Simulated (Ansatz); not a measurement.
CuH4NO (SMILES [NH3+][Cu-][OH])

Input file:

```
crystal:
  periodic: [false, false, false]
  atoms:
    - {symbol: Cu, position_ang: [0.933462, -0.110568, 0.248989]}
    - {symbol: N, position_ang: [-0.839957, 0.576838, -0.098384]}
    - {symbol: O, position_ang: [2.588007, -0.720144, 0.450912]}
    - {symbol: H, position_ang: [-1.570708, -0.060132, 0.223002]}
    - {symbol: H, position_ang: [-0.996756, 0.724718, -1.097083]}
    - {symbol: H, position_ang: [-1.005151, 1.473608, 0.361691]}
    - {symbol: H, position_ang: [2.717296, -1.005047, 1.361712]}
basis:
  gaussian:
    orbitals: def2-TZVPD
output: {forces: true, orbitals: {seedname: orbitals}}
hamiltonian:
  xc: pbe0
```

Launched as:

```sh
ansatz run input.yaml --threads 2 --pin off --max-ram 5220MiB --events-out events.jsonl --progress --plain --runs-dir runs
```

Geometry: PBE0-D4/def2-SVP.

These are results of Ansatz 0.2.0, isolated molecule in a Gaussian basis; Kohn-Sham density functional theory, functional PBE0, not measurements.

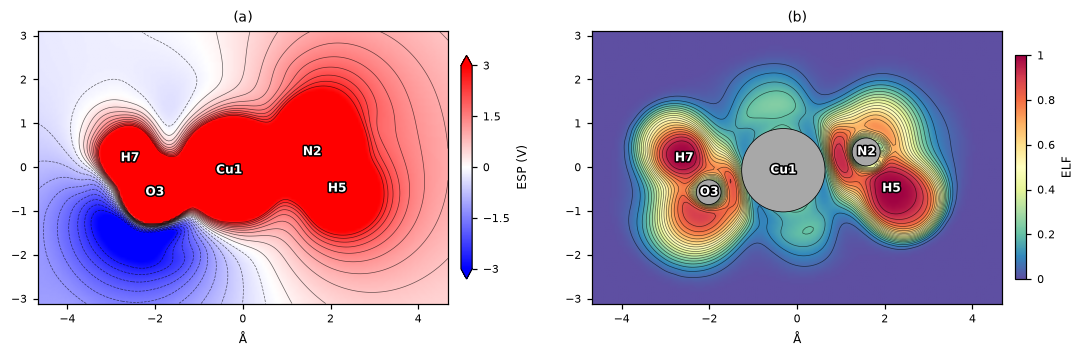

Figure 1. (a) electrostatic potential; (b) electron localisation function on the plane of atoms Cu1, O3 and H7. Grey discs cover the atomic cores in the ELF map.

**Read the bonding off the picture.**

The plane passes through Cu, N, O and H nuclei.
Cu–O (1.77 Å): the ELF peaks at about 0.85 in the valence shell of O, 0.6 Å from its nucleus, and is about 0.25 at the midpoint.
Cu–N (1.93 Å): the ELF peaks at about 0.95 in the valence shell of N, 0.7 Å from its nucleus, and is about 0.20 at the midpoint.
O–H (0.96 Å): the ELF climbs to about 1 towards the hydrogen, as it does in any bond to H: a covalent bond by its length.
N–H (1.02 Å): the ELF climbs to about 1 towards the hydrogen (a covalent bond by its length).
Outside the dense part of the molecule the potential is most negative (−3.7 V) near O3.

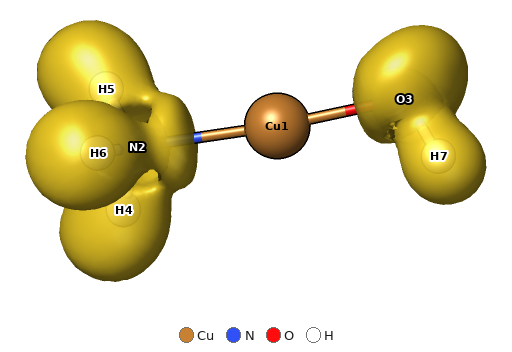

Figure 2. Isosurface of the electron localisation function at 0.75 (yellow), seen at a tilt. Core shells and regions of very low density are left out.

**Describe the localisation domains.**

The ELF exceeds this value in one joined region spread over several atoms (H, N), in which their bonds and any lone pairs are merged and one joined region spread over several atoms (H, O), in which their bonds and any lone pairs are merged.

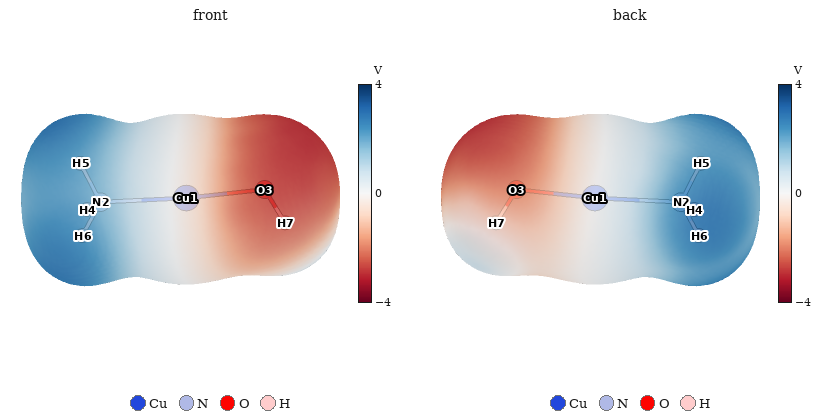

Figure 3. The electrostatic potential painted on the density surface at 0.002 e/bohr³, seen from the front and from behind; red is negative and blue positive.

**Where is the surface potential most negative and most positive?**

The most negative region (about −3.0 V, or −69 kcal/mol for a unit charge) lies over O3, the most positive (about +2.9 V, or +67 kcal/mol for a unit charge) over H4, H5 and H6. O3 is the likeliest acceptor of a hydrogen bond.
